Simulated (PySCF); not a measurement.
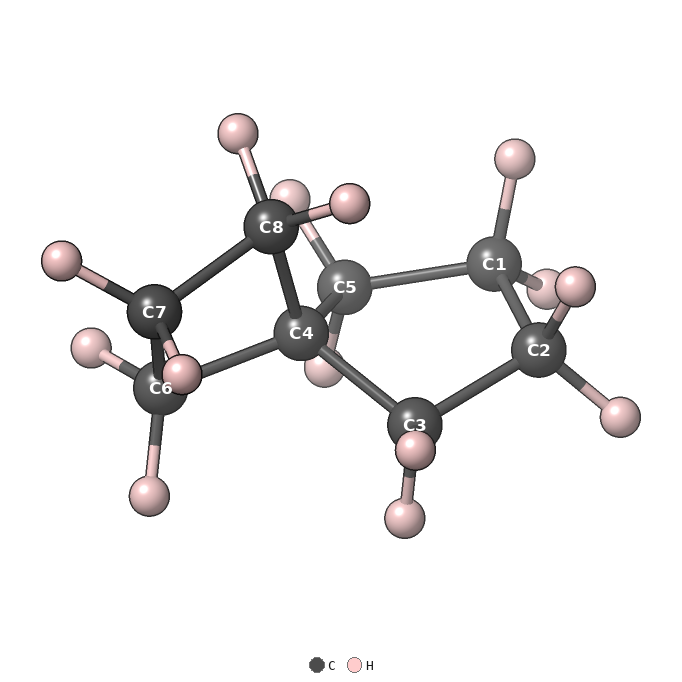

Depth is shown by fading: the farther an atom, the more it takes the colour of the background. The geometry was computed by an optimisation with PBE0-D3(BJ)/def2-SVP. No frequency run is at hand to confirm it as a minimum.

### How is the 5-membered ring C1–C2–C3–C4–C5 puckered?

It is an envelope, with C4 as the flap. The Cremer–Pople amplitude Q is 0.42 Å.

### Give the torsion angles round the ring, beginning with the bond from its second to its third atom.

−28°, 42°, −40°, 23°, 3°.
